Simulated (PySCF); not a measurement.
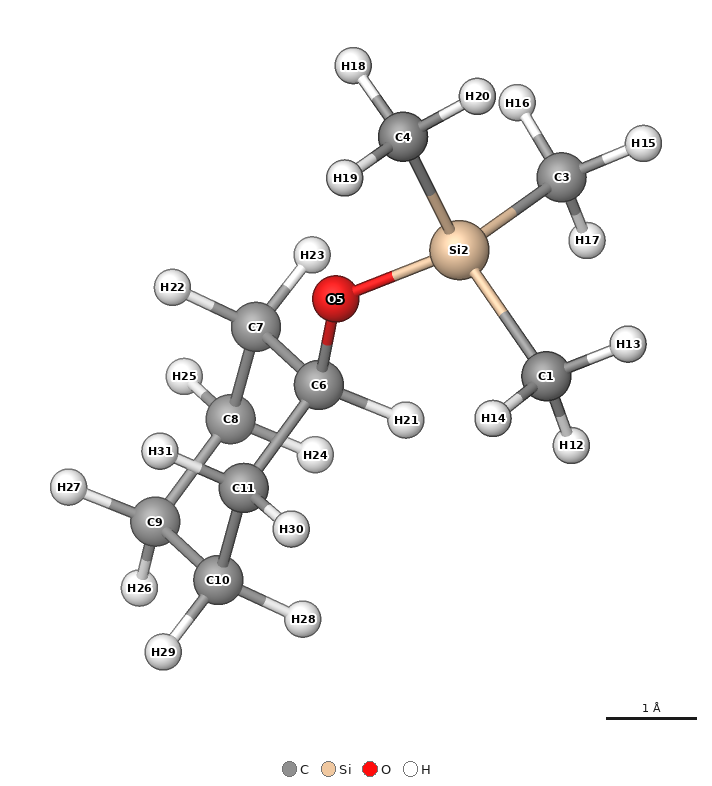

**Figure 1.** The structure as given in the input (ball-and-stick view, seen at a tilt; atoms are numbered from 1 in the order of the input). Bond lengths as drawn: C–C 1.53 Å, C–H 1.08 to 1.10 Å, C–O 1.41 Å, C–Si 1.90 to 1.91 Å and O–Si 1.63 Å.

## C9H20OSi: one change and its effect

System: C9H20OSi.
Method of run A: GIAO PBE0/6-31G* NMR shielding, non-relativistic, gas phase (PySCF 2.14.0).

The geometry comes from this level: GFN2-xTB. Text and figures count atoms from 1; the logs count them from 0 in places.

## The input, run A
```
{"job": {"xc": "PBE0", "basis": "6-31G*", "kind": "nmr", "pop": false}, "charge": 0, "multiplicity": 1}
C     -2.646564    -1.019019     1.338043
Si    -2.173324     0.063775    -0.164792
C     -2.457004     1.894974     0.305083
C     -3.165696    -0.418353    -1.706640
O     -0.635468    -0.203461    -0.636699
C      0.565299    -0.029757     0.074938
C      1.442107     0.988114    -0.653483
C      2.783311     1.149891     0.054657
C      3.501602    -0.192454     0.156440
C      2.629249    -1.206923     0.889954
C      1.287800    -1.372013     0.183100
H     -2.012484    -0.806844     2.195415
H     -3.674132    -0.857265     1.647388
H     -2.537615    -2.075450     1.107945
H     -3.482762     2.082957     0.605329
H     -2.236749     2.551518    -0.532286
H     -1.816924     2.196459     1.130597
H     -2.891684     0.191166    -2.560789
H     -3.000024    -1.455629    -1.976470
H     -4.227596    -0.286241    -1.531305
H      0.349766     0.342463     1.085938
H      1.595969     0.638383    -1.675956
H      0.913794     1.942052    -0.700402
H      2.616256     1.547166     1.058767
H      3.402142     1.865566    -0.490022
H      4.449519    -0.067732     0.683975
H      3.721853    -0.562461    -0.847092
H      2.458346    -0.863298     1.912984
H      3.138949    -2.170937     0.941283
H      0.651420    -2.074900     0.723755
H      1.438621    -1.762261    -0.825001
```

The first line tells a small driver script what to run in PySCF; the rest is the geometry in Å.

Launched with:
```bash
OMP_NUM_THREADS=1 python <driver script> task.json out
```

Hardware: 1 CPU thread, shared host.

## Output, shortened to warnings, some set-up lines, iterations and results (run A)
```
coarse grid: 24888 points
[...]
cycle   1  E = -719.0783354885  dE =  1.093e+00  |g| = 8.499e-01  |ddm| = 4.691e+00
cycle   2  E = -718.9876515429  dE =  9.068e-02  |g| = 1.094e+00  |ddm| = 1.939e+00
cycle   3  E = -719.2403950124  dE = -2.527e-01  |g| = 1.609e-01  |ddm| = 1.237e+00
cycle   4  E = -719.2455763505  dE = -5.181e-03  |g| = 3.392e-02  |ddm| = 1.654e-01
cycle   5  E = -719.2458346946  dE = -2.583e-04  |g| = 7.819e-03  |ddm| = 3.998e-02
cycle   6  E = -719.2458478063  dE = -1.311e-05  |g| = 2.388e-03  |ddm| = 1.080e-02
cycle   7  E = -719.2458492752  dE = -1.469e-06  |g| = 2.631e-04  |ddm| = 2.547e-03
cycle   8  E = -719.1410165222  dE = -5.670e-05  |g| = 1.302e-02  |ddm| = 3.662e-02
cycle   9  E = -719.1409901405  dE =  2.638e-05  |g| = 1.735e-02  |ddm| = 2.689e-02
cycle  10  E = -719.1410574597  dE = -6.732e-05  |g| = 2.102e-03  |ddm| = 1.594e-02
cycle  11  E = -719.1410583616  dE = -9.019e-07  |g| = 2.990e-04  |ddm| = 2.275e-03
cycle  12  E = -719.1410583791  dE = -1.756e-08  |g| = 7.039e-05  |ddm| = 3.666e-04
cycle  13  E = -719.1410583801  dE = -9.504e-10  |g| = 3.217e-05  |ddm| = 1.063e-04
cycle  14  E = -719.1410583803  dE = -2.660e-10  |g| = 2.193e-06  |ddm| = 3.269e-05
converged SCF energy = -719.1410583803

GIAO shielding tensors (ppm)
atom      isotropic    diamagn.    paramagn.     s11        s22        s33       span
  0 C      195.627     253.488     -57.861    186.203    197.371    203.308     17.105
  1 Si     404.114     882.511    -478.398    382.223    393.569    436.549     54.326
  2 C      195.642     253.540     -57.897    186.218    197.391    203.318     17.100
  3 C      194.819     251.319     -56.499    186.977    194.654    202.827     15.850
  4 O      270.689     395.493    -124.804    255.179    275.820    281.069     25.890
  5 C      126.254     240.035    -113.781    100.151    118.020    160.590     60.439
  6 C      158.789     248.035     -89.247    149.173    155.841    171.352     22.179
  7 C      170.012     243.910     -73.899    165.370    167.772    176.893     11.523
  8 C      169.510     242.031     -72.521    166.651    168.632    173.246      6.595
  9 C      170.013     243.878     -73.865    165.379    167.752    176.908     11.528
 10 C      158.805     248.033     -89.228    149.201    155.843    171.370     22.169
 11 H       32.181      33.156      -0.975     27.994     31.116     37.432      9.438
 12 H       32.623      30.040       2.583     28.325     29.859     39.685     11.361
 13 H       32.399      31.994       0.405     28.641     29.952     38.605      9.964
 14 H       32.624      30.069       2.554     28.324     29.859     39.688     11.364
 15 H       32.401      32.049       0.352     28.642     29.953     38.607      9.965
 16 H       32.182      33.187      -1.005     27.994     31.118     37.435      9.440
 17 H       32.247      31.219       1.028     27.981     30.328     38.432     10.451
 18 H       32.247      31.193       1.054     27.982     30.326     38.433     10.451
 19 H       32.766      28.882       3.884     28.382     30.121     39.794     11.412
 20 H       28.510      34.199      -5.689     23.743     28.832     32.957      9.214
 21 H       30.897      33.028      -2.131     27.513     30.700     34.479      6.966
 22 H       30.413      33.010      -2.597     25.390     30.952     34.898      9.508
 23 H       30.982      30.562       0.420     27.133     29.709     36.104      8.971
 24 H       30.570      29.561       1.009     25.279     28.853     37.578     12.299
 25 H       30.734      28.526       2.207     25.971     28.521     37.709     11.738
 26 H       31.127      29.353       1.774     27.796     28.751     36.834      9.038
 27 H       30.984      30.537       0.447     27.134     29.713     36.105      8.971
 28 H       30.570      29.532       1.038     25.277     28.856     37.578     12.302
[...]
```

The input of run B differs as follows (lines with − go, lines with + come):
```diff
-"xc": "PBE0"
+"xc": "OPBE"
```

Predict how the results change.

The total energies belong to different methods, so their difference says nothing on which is more stable or more accurate. The HOMO goes from −7.11 to −5.64 eV. The LUMO goes from 2.15 to 1.67 eV. The dipole moment goes from 0.95 to 0.89 D. Of all shieldings, the largest change is that of Si2, by −12.4 ppm. The functional changes from PBE0 to OPBE. Exact exchange removes part of the self-interaction error of semilocal functionals, which pushes filled and empty levels apart. The SCF takes 16 iterations against 14.

## Output, shortened to warnings, some set-up lines, iterations and results (run B)
```
coarse grid: 24888 points
[...]
cycle   1  E = -719.4439999535  dE =  7.357e-01  |g| = 1.016e+00  |ddm| = 4.782e+00
cycle   2  E = -719.0711798065  dE =  3.728e-01  |g| = 1.630e+00  |ddm| = 3.046e+00
cycle   3  E = -719.6837703603  dE = -6.126e-01  |g| = 2.736e-01  |ddm| = 2.158e+00
cycle   4  E = -719.6998836602  dE = -1.611e-02  |g| = 5.464e-02  |ddm| = 3.149e-01
cycle   5  E = -719.7004731642  dE = -5.895e-04  |g| = 1.859e-02  |ddm| = 6.838e-02
[... 6 lines ...]
cycle  12  E = -719.5404864947  dE = -5.615e-06  |g| = 7.365e-04  |ddm| = 5.939e-03
cycle  13  E = -719.5404866203  dE = -1.256e-07  |g| = 1.595e-04  |ddm| = 1.035e-03
cycle  14  E = -719.5404866255  dE = -5.165e-09  |g| = 7.104e-05  |ddm| = 2.347e-04
cycle  15  E = -719.5404866268  dE = -1.352e-09  |g| = 7.237e-06  |ddm| = 7.869e-05
cycle  16  E = -719.5404866269  dE = -1.273e-11  |g| = 2.549e-06  |ddm| = 1.052e-05
converged SCF energy = -719.5404866269

GIAO shielding tensors (ppm)
atom      isotropic    diamagn.    paramagn.     s11        s22        s33       span
  0 C      195.347     254.751     -59.404    186.566    196.995    202.480     15.914
  1 Si     391.749     882.646    -490.897    368.018    380.679    426.551     58.533
  2 C      195.368     254.807     -59.439    186.591    197.019    202.493     15.902
  3 C      194.680     252.522     -57.842    187.288    194.508    202.243     14.955
  4 O      267.500     394.097    -126.596    253.682    272.489    276.330     22.648
  5 C      125.622     240.565    -114.943     98.388    117.647    160.831     62.442
  6 C      159.595     248.507     -88.912    149.959    156.662    172.163     22.204
  7 C      169.134     244.695     -75.561    163.362    167.443    176.597     13.236
  8 C      169.113     242.971     -73.859    166.216    169.317    171.804      5.588
  9 C      169.133     244.668     -75.535    163.355    167.431    176.613     13.258
 10 C      159.613     248.509     -88.895    149.992    156.665    172.183     22.191
 11 H       32.152      33.256      -1.104     28.030     31.111     37.315      9.285
 12 H       32.614      30.135       2.479     28.332     29.907     39.604     11.273
 13 H       32.378      32.123       0.254     28.696     29.971     38.466      9.770
 14 H       32.615      30.166       2.449     28.331     29.906     39.607     11.277
 15 H       32.379      32.180       0.199     28.697     29.972     38.468      9.772
 16 H       32.153      33.289      -1.136     28.030     31.113     37.318      9.288
 17 H       32.231      31.287       0.944     28.018     30.320     38.355     10.338
 18 H       32.230      31.260       0.970     28.018     30.318     38.355     10.337
 19 H       32.719      28.918       3.801     28.351     30.130     39.676     11.325
 20 H       28.393      33.898      -5.505     23.587     28.775     32.816      9.230
 21 H       30.865      32.950      -2.085     27.474     30.626     34.494      7.021
 22 H       30.396      32.948      -2.551     25.352     30.867     34.970      9.618
 23 H       30.918      30.438       0.480     27.076     29.624     36.054      8.977
 24 H       30.528      29.916       0.612     25.213     28.774     37.598     12.384
 25 H       30.731      29.015       1.716     26.009     28.447     37.736     11.727
 26 H       31.080      29.409       1.672     27.759     28.669     36.813      9.055
 27 H       30.920      30.414       0.506     27.077     29.629     36.054      8.978
 28 H       30.529      29.893       0.636     25.211     28.777     37.598     12.387
[...]
```

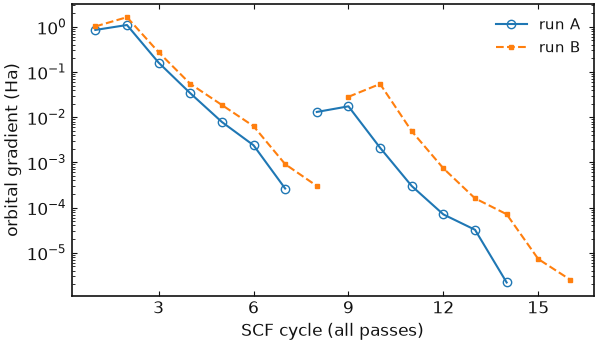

**Figure 2.** Convergence of the two runs: orbital gradient against the SCF cycle. A break in a curve parts two SCF passes (coarse and final grid). Run A takes 14 cycles in all, and run B takes 16.

## The two runs side by side

| quantity | run A | run B |
| --- | --- | --- |
| outcome | converged | converged |
| total energy (hartree) | −719.141058 | −719.540487 |
| HOMO (eV) | −7.11 | −5.64 |
| LUMO (eV) | 2.15 | 1.67 |
| dipole moment (D) | 0.95 | 0.89 |
| shielding of Si2 (ppm) | 404.1 | 391.7 |
| shielding of O5 (ppm) | 270.7 | 267.5 |
| shielding of C6 (ppm) | 126.3 | 125.6 |
| shielding of C7 (ppm) | 158.8 | 159.6 |
| shielding of C8 (ppm) | 170.0 | 169.1 |
| shielding of C10 (ppm) | 170.0 | 169.1 |
| shielding of C11 (ppm) | 158.8 | 159.6 |
| SCF iterations | 14 | 16 |
| basis functions | 198 | 198 |
| wall time (shared host) | 43 s | 69 s |
